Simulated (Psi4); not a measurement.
**GeS (germanium sulfide): OMP2/aug-cc-pVTZ (density fitting for correlation)**

What is the vertical electron affinity of GeS (germanium sulfide) at OMP2/aug-cc-pVTZ (density fitting for correlation)? 

The results are computed with Psi4 1.11.

1 further run of the same task is left out (it didn't finish).

## (1) Starting point

GeS has 2 atoms, charge 0, and is taken as a singlet. As SMILES, `[S+]#[Ge-]`. Geometry: the measured bond length.

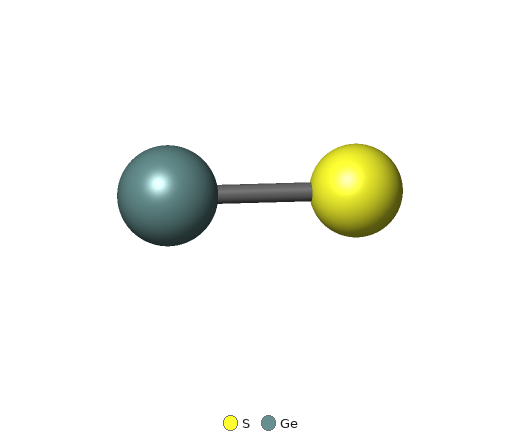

Viewed from a chosen angle; sulfur yellow, germanium teal.

## (2) A single-point energy at OMP2/aug-cc-pVTZ (density fitting for correlation)

The input, job.in:

```
memory 1600 MB

molecule system {
  0 1
  S
  Ge 1 2.012086
  symmetry c1
}

set puream true
set e_convergence 1e-09
set d_convergence 1e-08
set scf_type pk
set num_frozen_docc 14

e_tot = energy("omp2/aug-cc-pVTZ")
print_variables()
```

Started as:

```console
$ psi4 job.in job.out -n 1
```

job.out:

```text
[...]
  Running in c1 symmetry.
[...]
  Nuclear repulsion =  134.655641887593276
[...]
  Multiplicity = 1
[...]
  Nalpha       = 24
  Nbeta        = 24
[...]
    Number of basis functions: 109
[...]
   @RHF iter   1: -2471.83242117817053   -3.35273e+00   1.86088e-02 DIIS/ADIIS
[...]
   @RHF iter  12: -2472.98949786457661   -1.18234e-11   2.34170e-09 DIIS
[...]
    Orbital Energies [Eh]
    ---------------------
    Doubly Occupied:
       1A   -405.276586     2A    -91.939485     3A    -52.182414
       4A    -46.269009     5A    -46.269009     6A    -46.266965
       7A     -8.941852     8A     -7.225541     9A     -6.622012
      10A     -6.621186    11A     -6.621186    12A     -5.198892
      13A     -5.198892    14A     -5.192948    15A     -1.675846
      16A     -1.675846    17A     -1.668105    18A     -1.668045
      19A     -1.668045    20A     -0.928262    21A     -0.584095
      22A     -0.382735    23A     -0.377490    24A     -0.377490
[...]
  @RHF Final Energy: -2472.98949786457661
   => Energetics <=
    Nuclear Repulsion Energy =            134.6556418875932764
    One-Electron Energy =               -3713.6264016443847140
    Two-Electron Energy =                1105.9812618922148886
    Total Energy =                      -2472.9894978645761512
[...]
 Multipole Moments:
 ------------------------------------------------------------------------------------
     Multipole            Electronic (a.u.)      Nuclear  (a.u.)        Total (a.u.)
 ------------------------------------------------------------------------------------
 L = 1.  Multiply by 2.5417464519 to convert [e a0] to [Debye]
 Dipole X            :          0.0000000            0.0000000            0.0000000
 Dipole Y            :         -0.0000000            0.0000000           -0.0000000
 Dipole Z            :          6.8284233           -5.7319003            1.0965230
 Magnitude           :                                                    1.0965230
[...]
	Warning: cc_lambda option is changed to TRUE
	For this residual convergence, default PCG convergence is:     1.00e-07
[...]
	DF-MP2 Total Energy (a.u.)         : -2473.32648236774412
[...]
	DF-MP2 Total Energy (a.u.)         : -2473.33636821126174
[...]
	DF-OMP2 Total Energy (a.u.)        : -2473.33636821126174
[...]
```

Run time: 2.4 min. Hardware: 1 thread of Intel Xeon Platinum 8259CL at 2.50GHz (Skylake/Cascade Lake), shared host; peak memory 1.3 GiB.

## (3) The doublet anion, same level

The input, ges.xyz:

```xyz
2
GeS
S      0.000000     0.000000     0.000000
Ge     0.000000     0.000000     2.012086
```

The input, ges.py:

```python
import psi4

psi4.set_memory('1600 MB')
psi4.set_num_threads(1)
psi4.set_output_file('output.dat', False)

with open('ges.xyz') as f:
    atoms = ''.join(f.readlines()[2:])
m = psi4.geometry('-1 2\n' + atoms + 'symmetry c1')

psi4.set_options({
    'basis': 'aug-cc-pVTZ',
    'reference': 'uhf',
    'puream': True,
    'e_convergence': 1e-09,
    'd_convergence': 1e-08,
    'scf_type': 'pk',
    'num_frozen_docc': 14,
    'maxiter': 100,
})

e = psi4.energy('omp2')
print(f'omp2 energy: {e:.10f} Eh')
```

Started as:

```console
$ python ges.py
```

output.dat:

```text
[...]
  Running in c1 symmetry.
[...]
  Nuclear repulsion =  134.655641887593276
[...]
  Multiplicity = 2
[...]
  Nalpha       = 25
  Nbeta        = 24
[...]
    Number of basis functions: 109
[...]
   @UHF iter   1: -2471.69420935412018   -3.21451e+00   1.90963e-02 DIIS/ADIIS
[...]
   @UHF iter  18: -2472.99768425757156   -3.04681e-11   8.54132e-09 DIIS
[...]
   @S^2 Observed:                7.689921696E-01
[...]
    Orbital Energies [Eh]
    ---------------------
    Alpha Occupied:
       1A   -405.031588     2A    -91.714445     3A    -51.937675
       4A    -46.025256     5A    -46.024796     6A    -46.022773
       7A     -8.718929     8A     -6.981825     9A     -6.400904
      10A     -6.399343    11A     -6.398112    12A     -4.956481
      13A     -4.956381    14A     -4.950842    15A     -1.431757
      16A     -1.430405    17A     -1.427826    18A     -1.425642
      19A     -1.423466    20A     -0.718324    21A     -0.386962
      22A     -0.201331    23A     -0.173946    24A     -0.169027
      25A     -0.029471
    Alpha Virtual:
[...]
  @UHF Final Energy: -2472.99768425757156
   => Energetics <=
    Nuclear Repulsion Energy =            134.6556418875932764
    One-Electron Energy =               -3724.8048858036645470
    Two-Electron Energy =                1117.1515596584993091
    Total Energy =                      -2472.9976842575715636
  UHF NO Occupations:
  HONO-2 :   23  A 1.9976792
  HONO-1 :   24  A 1.9937902
[...]
 Multipole Moments:
 ------------------------------------------------------------------------------------
     Multipole            Electronic (a.u.)      Nuclear  (a.u.)        Total (a.u.)
 ------------------------------------------------------------------------------------
 L = 1.  Multiply by 2.5417464519 to convert [e a0] to [Debye]
 Dipole X            :          0.0000000            0.0000000            0.0000000
 Dipole Y            :          0.0000000            0.0000000            0.0000000
 Dipole Z            :          6.3894003           -5.7319003            0.6575000
 Magnitude           :                                                    0.6575000
[...]
	Warning: cc_lambda option is changed to TRUE
	For this residual convergence, default PCG convergence is:     1.00e-07
[...]
	DF-SCS-MP2 Total Energy (a.u.)     : -2473.32580835960789
	DF-SOS-MP2 Total Energy (a.u.)     : -2473.31847404280006
[...]
	DF-SCS-OMP2 Total Energy (a.u.)    : -2473.33263398830013
	DF-SOS-OMP2 Total Energy (a.u.)    : -2473.29813702368392
	DF-SCS(N)-OMP2 Total Energy (a.u.) : -2473.17039472501983
[...]
	DF-OMP2 Total Energy (a.u.)        : -2473.34998020574130
[...]
```

The script printed:

```text
omp2 energy: -2473.3499802057 Eh
```

It took 4.8 min on 1 thread of Intel Xeon Platinum 8259CL at 2.50GHz (Skylake/Cascade Lake), shared host; peak memory 1.3 GiB.

## (4) Summary of results

At OMP2/aug-cc-pVTZ (density fitting for correlation), 14 core orbitals frozen:

| quantity | value |
| --- | --- |
| singlet GeS: total energy | -2473.33637 Eh |
| singlet GeS: HOMO energy (Hartree–Fock orbitals) | -10.27 eV |
| singlet GeS: LUMO energy (Hartree–Fock orbitals) | 0.25 eV |
| singlet GeS: HOMO–LUMO gap (Hartree–Fock orbitals) | 10.52 eV |
| singlet GeS: correlation energy (14 core orbitals frozen) | -346.9 mEh |
| doublet anion: total energy | -2473.34998 Eh |
| doublet anion: HOMO energy (Hartree–Fock orbitals) (highest over α and β) | -0.80 eV |
| doublet anion: LUMO energy (Hartree–Fock orbitals) (lowest over α and β) | 4.21 eV |
| doublet anion: correlation energy (14 core orbitals frozen) | -352.3 mEh |
| doublet anion: ⟨S²⟩ of the reference determinant | 0.769 |
| vertical electron affinity (to the doublet anion) | 0.370 eV |

**Reading.** At fixed nuclei the extra electron is bound by 0.37 eV (8.5 kcal/mol).
